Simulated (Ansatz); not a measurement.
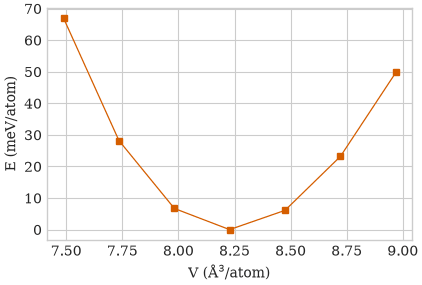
AlN (rock salt, Fm-3m) under volume change, the program Ansatz at the r²SCAN level (PAW), scaled uniformly.

Question: What does a third-order Birch–Murnaghan fit give for V₀, B₀ and B′?

Answer: V₀ = 8.23 Å³/atom, B₀ = 276 GPa, B′ = 3.9.

This is a known high-pressure phase of the composition, computed here at zero pressure and temperature. The cell was relaxed with r²SCAN under the symmetry of its start; whether a distortion lowers the energy is not shown.

Potentials: the later of the program's two PAW sets.
